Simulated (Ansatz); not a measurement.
Start from CaO in the rock salt structure (space group Fm-3m, No. 225; a = 4.767 Å). Axes: x, y, z lie along the cube axes.

Now apply this change: the cell is compressed by 0.50 % along z with no lateral relaxation, atoms relaxed at fixed cell.

All numbers come from PBEsol, PAW, 420 eV (Ansatz, a quantum-chemistry and plane-wave program; scalar-relativistic without spin-orbit coupling).

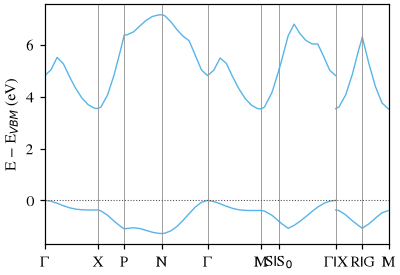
Figure. Highest valence and lowest conduction band along the path of the changed cell's own zone

Problem. From the figure, how large is the changed gap, and is it direct?

Solution. About 3.5 eV, indirect, Γ → M.

The cells carry an imposed strain or load. Stability against distortions was not tested. k-point labels follow each cell's own Brillouin zone.
